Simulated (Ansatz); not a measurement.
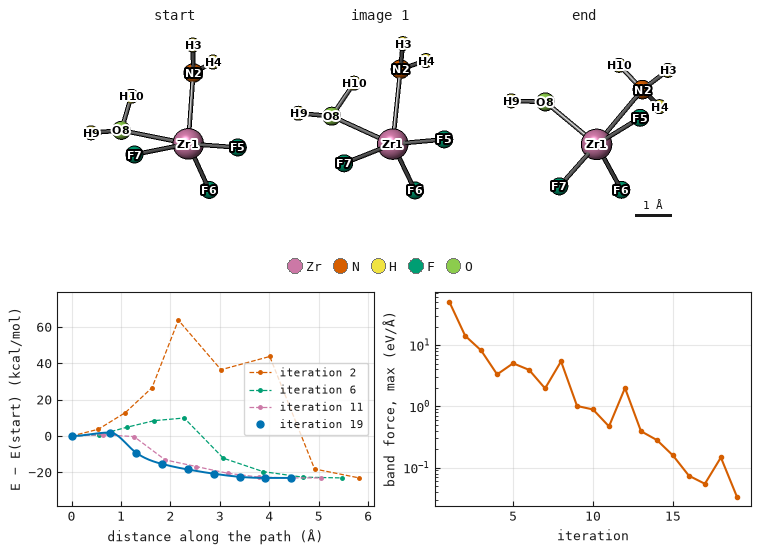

NEB run on ZrNH₄OF₃. Images are numbered from 0 (start) to 8 (end). The plot follows the band through its iterations. The picture is a ball-and-stick view, seen at a tilt.

Level of theory: RKS PBE-D4/def2-SVP in Ansatz 0.2.0. Run with 7 movable images; climbing image; force threshold 0.05 eV/Å; iteration limit 60; spring constant 20.0 eV/Å²; starting path through a guess of the saddle point.

Q: Judge this run.

A: The run is converged, with reservations. The band converged in 19 iterations. The largest component of the band force went from 51 to 0.034 eV/Å. The climbing image converged on the top of the path. Its curvatures weren't checked. The first iteration put the highest image at 251.8 kcal/mol. Forward barrier 1.9 kcal/mol, backward barrier 25.0 kcal/mol, with image 1 at the top; the reaction energy is −23.1 kcal/mol.

Cost: 3.4 min on 4 threads of Arm Neoverse V2, with other jobs on the host, peak memory 0.18 GiB.
